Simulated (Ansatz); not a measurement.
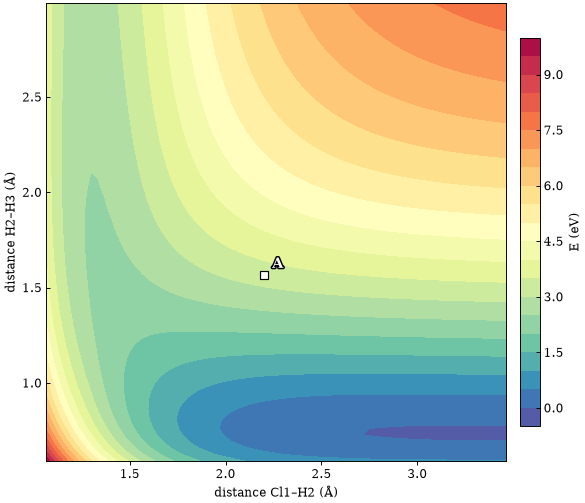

The system Cl⁻ + H₂. The first coordinate is: distance Cl1–H2; the second: distance H2–H3. Nothing is relaxed (the angle Cl1–H2–H3 is fixed at 140 degrees). Grid: 17 × 17 points. Points are written as (first, second). All energies are given in eV relative to Cl with charge -1 far from the relaxed HH (each part in its own basis). The reference is spin-restricted, so regions where a bond is pulled apart into radicals lie too high. Theory: RHF/aug-cc-pVTZ in Ansatz.

The picture shows filled contours, the point A. Between grid points the surface is interpolated.

Q: Which way does the force act at A, and how strong is it?

A: A, at (2.200 Å, 1.567 Å), is not a stationary point. The computed force is 0.79 eV for each Å towards smaller values of distance Cl1–H2 and 3.6 eV for each Å towards smaller values of distance H2–H3.
